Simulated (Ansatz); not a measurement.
# CuBr2: geometry, orbitals and charge

What does CuBr2 look like as a doublet, and where do its frontier electrons sit?

Method: UKS PBE0-D4/def2-TZVP; program: Ansatz 0.2.0, Gaussian basis.

Plan: relaxation at PBE-D4/def2-TZVP; a search for the lowest solution at PBE0-D4/def2-SVP; a single point at PBE0-D4/def2-TZVP.

3 further runs of the same task are left out: 3 that didn't finish.

### Step 1. Where the work starts

3 atoms, charge 0, spin multiplicity 2.

Atoms are counted from 1 here; the program's logs count them from 0.

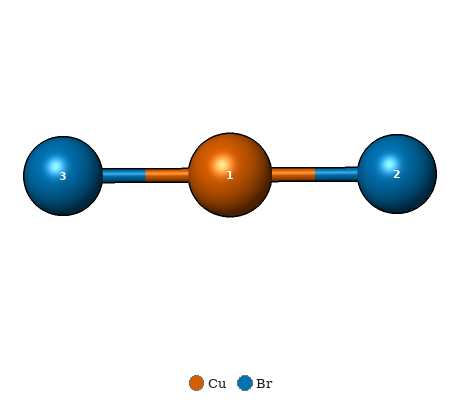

As it starts; copper orange, bromine blue; atoms are numbered from 1 in the order of the file.

Formally the metal is d9. No spin-orbit coupling is included.

The start is a GFN2-xTB geometry.

### Step 2. Optimising with PBE-D4/def2-TZVP

in.yaml

```yaml
crystal:
  periodic: [false, false, false]
  atoms:
    - {symbol: Cu, position_ang: [0.000010, 0.000010, 0.000050]}
    - {symbol: Br, position_ang: [-0.015510, -0.019500, 2.211600]}
    - {symbol: Br, position_ang: [0.015500, 0.019500, -2.211650]}
basis:
  gaussian: {orbitals: def2-TZVP}
magnetization: {spin_polarized: true, initial_magnetization: 1}
hamiltonian: {xc: pbe, dispersion: d4}
scf: {lower_state_search: "off"}
output: {orbitals: {seedname: orbitals}}
relax: {f_tol: 0.02, max_steps: 100}
```

Started as:

```bash
$ ansatz run in.yaml --threads 4 --pin off --events-out ev --progress --plain --max-ram 3916MiB
```

The program printed, cut to the lines that bear on the results:

```text
Functional definition: PBE
  name "PBE"
  cite "Perdew, Burke & Ernzerhof, Phys. Rev. Lett. 77, 3865 (1996) doi:10.1103/PhysRevLett.77.3865"
  parent pbe
[...]
1205 factors; their error is unknown
[...]
mean field -184708.26370831 eV, -6787.9034915226 hartree, gradient 1.2e-6 eV, S^2 0.751608; 0 other end points of the search recorded, 0 dependent functions left out
[...]
reference -184708.26374530 eV, -6787.9034928820 hartree; 50, 49 occupied and 91, 92 virtual orbitals, 1205 factors
relax step   1: F+E_penalty+E_count = -184708.34744500 eV  Δ(F+E_penalty+E_count) = +0.000e0 eV  max|allowed force component| = 8.166e-2 eV/Å  Δτ_max = 0.0000 Å  (34 SCF iters, accepted)
[...]
relax step   2: F+E_penalty+E_count = -184708.34794149 eV  Δ(F+E_penalty+E_count) = -4.965e-4 eV  max|allowed force component| = 2.519e-2 eV/Å  Δτ_max = 0.0047 Å  (45 SCF iters, accepted)
[...]
relax step   3: F+E_penalty+E_count = -184708.34799430 eV  Δ(F+E_penalty+E_count) = -5.282e-5 eV  max|allowed force component| = 2.696e-4 eV/Å  Δτ_max = 0.0021 Å  (15 SCF iters, accepted)
Total energy: -184708.34803130 eV, -6787.9065903354 hartree
Atom 0 at     0.000005     0.000008     0.000001 Å, force    -0.000006    -0.000003    -0.000015 eV/Å
Atom 1 at    -0.015555    -0.019559     2.218436 Å, force     0.000001    -0.000001     0.000270 eV/Å
Atom 2 at     0.015550     0.019561    -2.218437 Å, force     0.000005     0.000004    -0.000255 eV/Å
Dipole moment:     0.000003     0.000002     0.000001 e Å
Checks for a lower state left out: stability, starts, cluster_reference, orbital_swaps, neighbouring_geometries, increment
```

Wall time 11 s (4 threads of Arm Neoverse N1, shared host).

Relaxation path:

```
step  energy from step 1 (eV)  largest force component (eV/Å)
   1                   0.0000                          0.0817
   2                  -0.0005                          0.0252
   3                  -0.0005                          0.0003
```

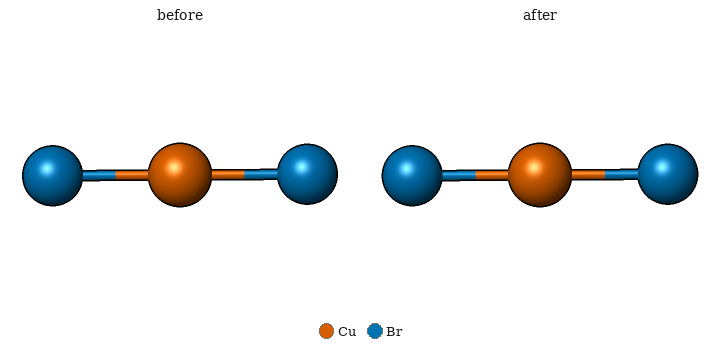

Before and after, at one scale.

Distances of close pairs at the start and the end, largest changes first:

```
   bond  before (Å)  after (Å)  change (Å)
Cu1–Br2       2.212      2.219      +0.007
Cu1–Br3       2.212      2.219      +0.007
```

Bonds by kind at the end (by distance):

```
 bond  count  shortest (Å)  longest (Å)
Br–Cu      2         2.219        2.219
```

### Step 3. Searching for the lowest solution, PBE0-D4/def2-SVP

start.molden holds the orbitals of an earlier run on this state, given as this run's starting guess.

in.yaml

```yaml
crystal:
  periodic: [false, false, false]
  atoms:
    - {symbol: Cu, position_ang: [0.000005, 0.000008, 0.000001]}
    - {symbol: Br, position_ang: [-0.015555, -0.019559, 2.218436]}
    - {symbol: Br, position_ang: [0.015550, 0.019561, -2.218437]}
basis:
  gaussian: {orbitals: def2-SVP, initial_orbitals: start.molden}
magnetization: {spin_polarized: true, initial_magnetization: 1}
hamiltonian: {xc: pbe0, dispersion: d4}
output: {orbitals: {seedname: orbitals}}
```

Same command.

The program printed, cut to the lines that bear on the results:

```text
Functional definition: PBE0
  name "PBE0"
  cite "Adamo & Barone, J. Chem. Phys. 110, 6158 (1999) doi:10.1063/1.478522"
  cite "Perdew, Burke & Ernzerhof, Phys. Rev. Lett. 77, 3865 (1996) doi:10.1103/PhysRevLett.77.3865"
  parent pbe
[...]
952 factors; integrals over basis functions are off by at most 9.9e-4 eV
[...]
mean field -184689.16297073 eV, -6787.2015523634 hartree, gradient 3.7e-6 eV, S^2 0.753921; 5 other end points of the search recorded, 0 dependent functions left out
reference -184689.16301565 eV, -6787.2015540141 hartree; 50, 49 occupied and 45, 46 virtual orbitals, 952 factors
Total energy: -184689.23536324 eV, -6787.2042127392 hartree
```

Run time: 34 s. Hardware: 4 threads of Arm Neoverse N1, shared host; peak memory 0.57 GiB.

From the report: HOMO -8.15 eV, LUMO -6.02 eV (over both spins); ⟨S²⟩ 0.754 (pure: 0.75).

### Step 4. Single point, PBE0-D4/def2-TZVP

Edit in.yaml of step 3 so:

```diff
@@ -7,5 +7,6 @@
 basis:
-  gaussian: {orbitals: def2-SVP, initial_orbitals: start.molden}
+  gaussian: {orbitals: def2-TZVP, initial_orbitals: start.molden}
 magnetization: {spin_polarized: true, initial_magnetization: 1}
 hamiltonian: {xc: pbe0, dispersion: d4}
+scf: {omitted_lower_state_checks: [starts]}
 output: {orbitals: {seedname: orbitals}}
```

The command is unchanged.

The program printed, cut to the lines that bear on the results:

```text
Functional definition: PBE0
  name "PBE0"
  cite "Adamo & Barone, J. Chem. Phys. 110, 6158 (1999) doi:10.1063/1.478522"
  cite "Perdew, Burke & Ernzerhof, Phys. Rev. Lett. 77, 3865 (1996) doi:10.1103/PhysRevLett.77.3865"
  parent pbe
[...]
1121 factors; integrals over basis functions are off by at most 9.9e-4 eV
[...]
mean field -184712.71954113 eV, -6788.0672403584 hartree, gradient 2.1e-6 eV, S^2 0.756198; 0 other end points of the search recorded, 0 dependent functions left out
reference -184712.71956843 eV, -6788.0672413615 hartree; 50, 49 occupied and 91, 92 virtual orbitals, 1121 factors
Total energy: -184712.79191602 eV, -6788.0699000866 hartree
Checks for a lower state left out: starts
```

Wall time 43 s (4 threads of Arm Neoverse N1, shared host); peak memory 0.79 GiB.

From the report: HOMO -8.32 eV, LUMO -6.11 eV (over both spins); ⟨S²⟩ 0.756 (pure: 0.75).

Mulliken charges, from this run's orbitals:

```
atom  value (e)
 Cu1       0.41
 Br2      -0.20
 Br3      -0.20
```

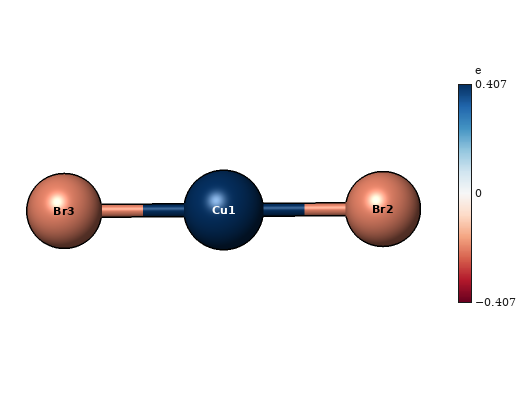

Mulliken charges, from this run's orbitals, as colours on the atoms.

Mulliken spin populations:

```
atom  value (e)
 Cu1       0.38
 Br2       0.31
 Br3       0.31
```

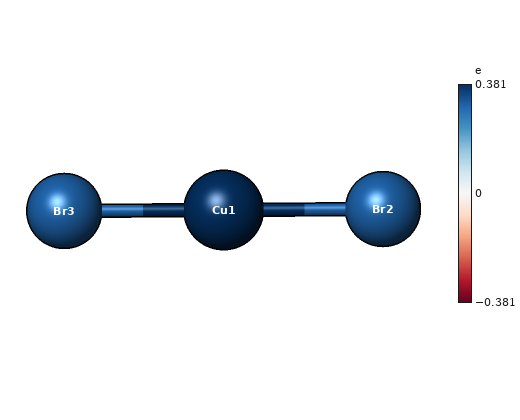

Mulliken spin populations, as colours on the atoms.

Largest Mayer bond orders: Cu1–Br2 1.08; Cu1–Br3 1.08; Br2–Br3 0.18.

The fields below are evaluated on a grid from the run's orbitals.

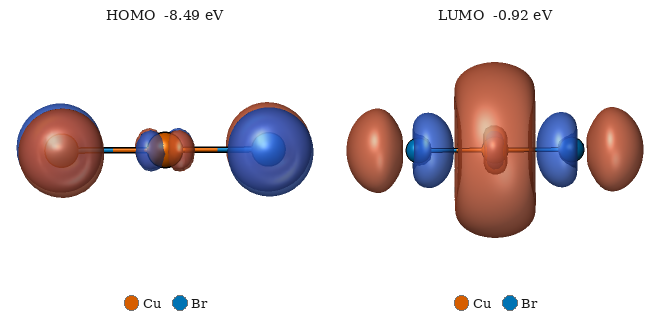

Frontier orbitals at PBE0-D4/def2-TZVP (alpha spin); each surface holds 70 % of the orbital's density, blue and red mark the sign.

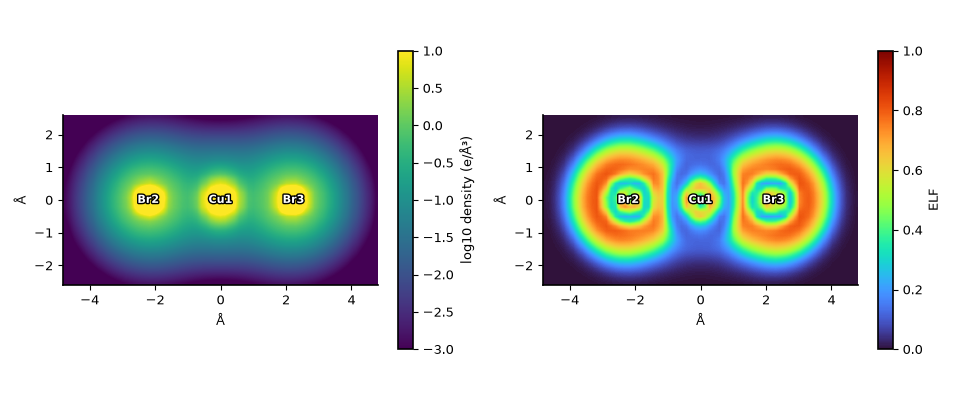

Density (left) and ELF (right) in a plane through or near 3 of the atoms.

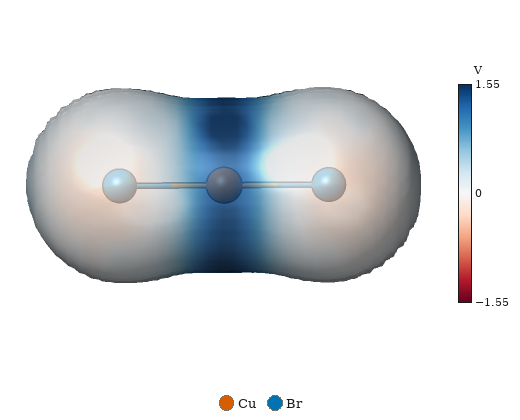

Electrostatic potential on the surface of density 0.002 e/bohr³; red is low, blue high. It runs from -0.26 V near Br2 to 1.55 V near Cu1.

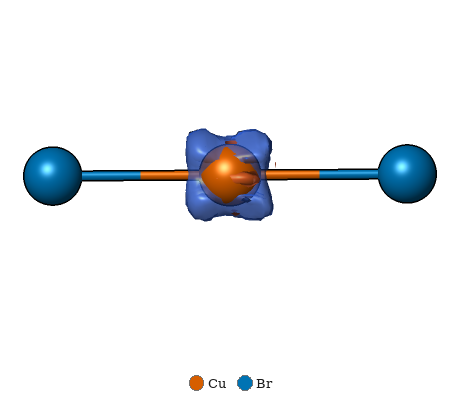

Spin density at ±0.2 e/Å³ (alpha excess blue, beta excess red).

### Step 5. Results

```
                                         quantity               value
                                      point group                 D∞h
                     near neighbours of the metal  Br 2.22, Br 2.22 Å
HOMO, LUMO at PBE0-D4/def2-TZVP (over both spins)     -8.32, -6.11 eV
                                             ⟨S²⟩               0.756
charge on the metal (Mulliken, PBE0-D4/def2-TZVP)             +0.41 e
                     spin on the metal (Mulliken)                0.38
                       dipole at PBE-D4/def2-TZVP              0.00 D
```

What this shows: The molecule keeps its bonding pattern by the stored test; the atoms moved 0.01 Å (rms). Of 1 unpaired electron, 0.38 sit on the metal by Mulliken's count: the rest is spread on the ligands. The Mulliken charge of the metal, +0.41 e, depends on the basis and isn't its oxidation state. No usable vibrations, so a minimum isn't proven. The alpha HOMO lies nearest to Br2, Br3 about 44 % each; Cu1 13 % and the alpha LUMO to Cu1 56 %; Br2, Br3 about 22 % each (shares on a coarse grid); over both spins the HOMO and the LUMO of beta spin, not drawn, take the frontier's place. Whether this spin is the lowest isn't tested here.
